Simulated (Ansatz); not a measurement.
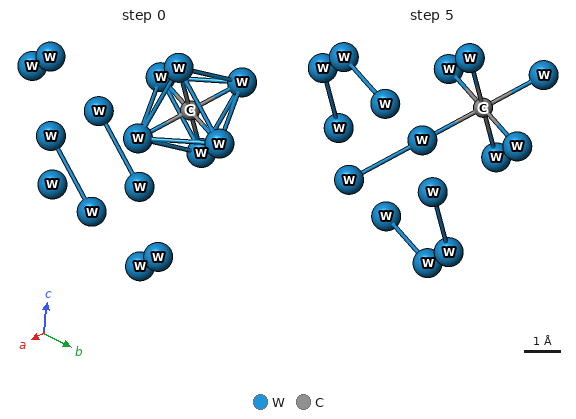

The structure of crystalline W6C (a generated structure, set up in Im-3m) (coarse preliminary run) before (left) and after (right) a relaxation, at one scale.

The picture is a ball-and-stick view of the atoms within 4.2 Å of the atom that moves most (axes of the cell of the calculation), seen slightly off an axis.

The calculation used DFT PBE, scalar-relativistic, plane waves, PAW (Ansatz).

Input
```yaml
crystal:
  lattice:
    - [-3.09895593, 3.09895593, 3.09895593]
    - [3.09895593, -3.09895593, 3.09895593]
    - [3.09895593, 3.09895593, -3.09895593]
  atoms:
    - { symbol: W, position: [0.72562718, 0.72562718, 0.0] }
    - { symbol: W, position: [0.27437282, 0.27437282, 0.0] }
    - { symbol: W, position: [0.0, 0.27437282, 0.27437282] }
    - { symbol: W, position: [0.0, 0.72562718, 0.72562718] }
    - { symbol: W, position: [0.72562718, 0.0, 0.72562718] }
    - { symbol: W, position: [0.27437282, 0.0, 0.27437282] }
    - { symbol: C, position: [0.0, 0.0, 0.0] }
basis:
  ecutwfc: 420
kpoints:
  mp_grid: { grid: [4, 4, 4] }
hamiltonian:
  xc: pbe
scf:
  occupations: { method: gaussian, width: 0.1 }
  lower_state_search: "off"
output:
  forces: true
  stress: true
  eigenvalues: true
relax:
  adjacent_minimum: "off"
  f_tol: 0.04
  max_steps: 70
  cell: { stress_tol: 0.4 }
```

Run as
```bash
ansatz run input.yaml --threads 1 --pin off --max-ram 2048MiB --backend cpu --events-out ev --progress --plain --runs-dir out
```

### Summarise the run.

Over 4 accepted moves (5 points after the start) the energy falls by 2051 meV per atom. Largest force component: 22 eV/Å at the start, 0.038 eV/Å at the end. Pressure: 90.87 GPa at the start and 0.24 GPa at the end. The SCF was repeated once at an unchanged geometry on a basis and grid sized afresh for the cell, which shifted the energy by 0.9 meV per atom at most. The largest moves relative to the cell, 0.24 Å, are those of W1, W2, W3, W4, W5 and W6. W4 goes along [0 −1 −1]. C stays in place. The volume changes by +8.1 %, with a = b = c 5.368 → 5.508 Å (+2.6 %). Some distances before and after: W1–W2 2.797 → 2.396 Å, W1–W3 2.405 → 2.803 Å, W1–C7 1.701 → 1.982 Å. The space group stays Im-3m (No. 229).
